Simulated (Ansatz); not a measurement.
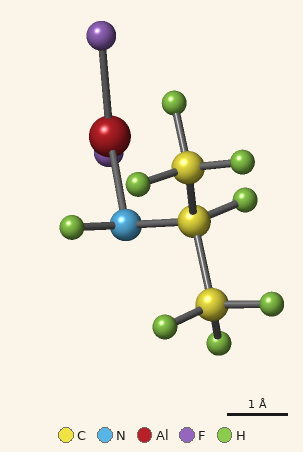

This is the input geometry for a relaxation of C3H8AlF2N (coarse preliminary run). Style: ball-and-stick. Shown from a free direction.

The start comes from a force field.

All numbers below come from Ansatz, RKS PBE-D4/def2-SVP.

Input
```yaml
crystal:
  periodic: [false, false, false]
  atoms:
    - {symbol: C, position_ang: [-0.309200, -0.116800, 1.422600]}
    - {symbol: C, position_ang: [0.407900, -0.212000, 0.084800]}
    - {symbol: C, position_ang: [0.944600, -1.622100, -0.065800]}
    - {symbol: N, position_ang: [-0.370600, 0.089700, -1.078200]}
    - {symbol: Al, position_ang: [-0.690400, 1.956100, -1.426700]}
    - {symbol: F, position_ang: [-1.506600, 3.015900, -0.183400]}
    - {symbol: F, position_ang: [-0.101100, 2.683800, -2.956700]}
    - {symbol: H, position_ang: [-1.180000, -0.756600, 1.434200]}
    - {symbol: H, position_ang: [0.318400, -0.277800, 2.308900]}
    - {symbol: H, position_ang: [-0.733500, 0.964900, 1.558800]}
    - {symbol: H, position_ang: [1.268100, 0.490300, 0.124100]}
    - {symbol: H, position_ang: [1.683000, -1.840700, 0.809100]}
    - {symbol: H, position_ang: [1.501000, -1.683400, -1.015700]}
    - {symbol: H, position_ang: [0.131200, -2.361400, -0.043700]}
    - {symbol: H, position_ang: [-1.384600, -0.380600, -0.943100]}
basis:
  gaussian: {orbitals: def2-SVP}
hamiltonian: {xc: pbe, dispersion: d4}
relax: {f_tol: 0.03, max_steps: 200}
```

Run as
```bash
ansatz run in.yaml --threads 4 --pin off --events-out ev --progress --plain --max-ram 11315MiB
```

What does the optimiser find from here?

Answer. The largest move after the best rigid fit is that of F6, 2.42 Å. By element the largest moves are F 2.42 Å, H 0.60 Å, N 0.45 Å, C 0.36 Å, Al 0.30 Å. Near-neighbour distances that change, for instance: N4–Al5 1.925 → 1.767 Å, Al5–F6 1.826 → 1.671 Å, Al5–F7 1.794 → 1.669 Å, N4–H15 1.126 → 1.025 Å. Bond angles that change, for instance: Al5–N4–H15 106.1° → 120.9°, C2–N4–Al5 116.2° → 126.8°, C1–C2–N4 116.4° → 111.3°. Over 24 accepted moves (28 points after the start) the energy falls by 32.0 kcal/mol. The largest force component goes from 3.8 to 0.012 eV/Å. The line search rejected the trial steps at points 19, 21, 26, 27 of the run. The forces were under the threshold at step 23, but the run went on from there. Cost: 62 s on 4 threads of Arm Neoverse V1, with other jobs on the host.

The structure at the end:

```xyz
15

C    -0.5550   -0.3251    1.5923
C     0.2628   -0.1075    0.3122
C     1.0397   -1.3691   -0.0872
N    -0.5853    0.3652   -0.7877
Al   -0.4693    1.9193   -1.6196
F     0.7092    3.0124   -1.1635
F    -1.5135    2.3225   -2.8576
H    -1.3167   -1.1199    1.4391
H     0.0885   -0.6365    2.4406
H    -1.0878    0.6035    1.8787
H     1.0028    0.6996    0.5133
H     1.7195   -1.7040    0.7229
H     1.6434   -1.1849   -0.9981
H     0.3410   -2.2054   -0.3062
H    -1.3008   -0.3207   -1.0500
```

After the run, drawn alike:

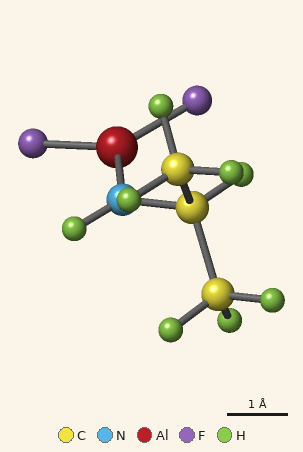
